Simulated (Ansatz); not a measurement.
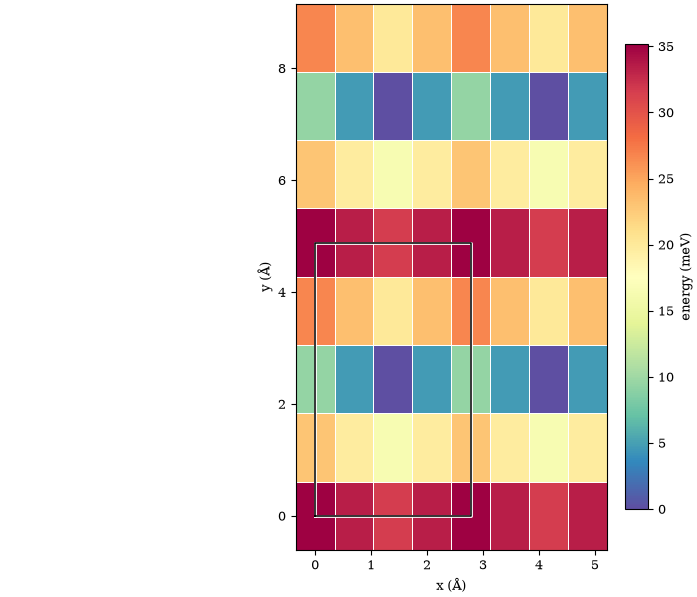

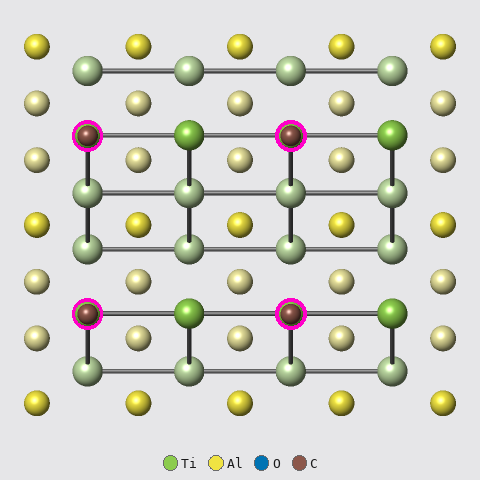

Energy landscape of CO on a TiAl(101) slab cut from the P4/mmm phase, its upper half relaxed before the scan (12 atoms of substrate and one adsorbate in a 2 × 1 cell). 
- CO (O end down) is moved over the surface cell at a fixed height above a rigid substrate; the origin of the map has the adsorbate above Al11; the height is held at 3.60 Å.
- Places are given modulo a cell vector. The map is drawn in real space over the plane of the surface.
- The scan uses a 4 × 4 grid; 12 points were computed and 4 follow by symmetry.
- Places are given in fractions of the 1 × 1 surface cell.
- Energies are in meV, from the lowest grid point.
- At a fixed height the lowest place need not be the adsorption site. The runs have no spin polarisation; a magnetic state may lie lower.
- Level of theory: Ansatz, DFT PBE+D3(BJ), scalar-relativistic, plane waves, PAW. Settings: cutoff 420 eV, k-mesh 5×6×1, gaussian smearing 0.1 eV, no spin polarisation.

In the figure: one coloured cell a grid point, the outline of one cell of the 2 × 2 shown. The second picture is the structure at the lowest point; rings mark the moved atoms.

What does the map say about the system?

Answer. The lowest grid point is at the top site over a surface Ti atom, (2/4, 2/4) of the cell vectors. The highest grid point, the top site over a surface Al atom, (0/4, 0/4) of the cell vectors, lies 35.1 meV above the lowest.

The values on the grid:

```
second ↓, first →   0/4   1/4   2/4   3/4
              3/4  26.7  23.3  20.0  23.3
              2/4   9.4   4.7   0.0   4.7
              1/4  23.0  19.7  16.4  19.7
              0/4  35.1  33.4  31.7  33.4
```

The input of one point:

```yaml
crystal:
  lattice:
    - [5.5640821095, 0.0, 0.0]
    - [0.0, 4.8847198225, 0.0]
    - [0.0, 0.0, 23.7242850386]
  atoms:
    - { symbol: Ti, position: [0.0, 0.3243752816, 0.1686036057] }
    - { symbol: Ti, position: [0.5, 0.3243752816, 0.1686036057] }
    - { symbol: Al, position: [0.25, 0.8243752816, 0.1686036057] }
    - { symbol: Al, position: [0.75, 0.8243752816, 0.1686036057] }
    - { symbol: Ti, position: [0.0, 0.6397042922, 0.2654835152] }
    - { symbol: Ti, position: [0.5, 0.6397042922, 0.2654835152] }
    - { symbol: Al, position: [0.25, 0.1422936993, 0.2644467] }
    - { symbol: Al, position: [0.75, 0.1422936993, 0.2644467] }
    - { symbol: Ti, position: [0.0, 0.9635566543, 0.3586694966] }
    - { symbol: Ti, position: [0.5, 0.9635566543, 0.3586694966] }
    - { symbol: Al, position: [0.25, 0.4605914795, 0.3656289336] }
    - { symbol: Al, position: [0.75, 0.4605914795, 0.3656289336] }
    - { symbol: O, position: [0.5, 0.9605914795, 0.5173721787] }
    - { symbol: C, position: [0.5, 0.9605914795, 0.5658457153] }
basis:
  ecutwfc: 420
kpoints:
  mp_grid: { grid: [5, 6, 1] }
hamiltonian:
  xc: pbe
  pseudopotentials: { kind: paw, azcp: { folder: soft_1 } }
  dispersion: d3bj
scf:
  occupations: { method: gaussian, width: 0.1 }
output:
  forces: true
  eigenvalues: true
efield:
  axis: 3
  dipole_correction: true
  ramp_width: 0.04
```

Time for the 12 points that were run: 4.2 min on 4 threads of Arm Neoverse V2, on a shared host.
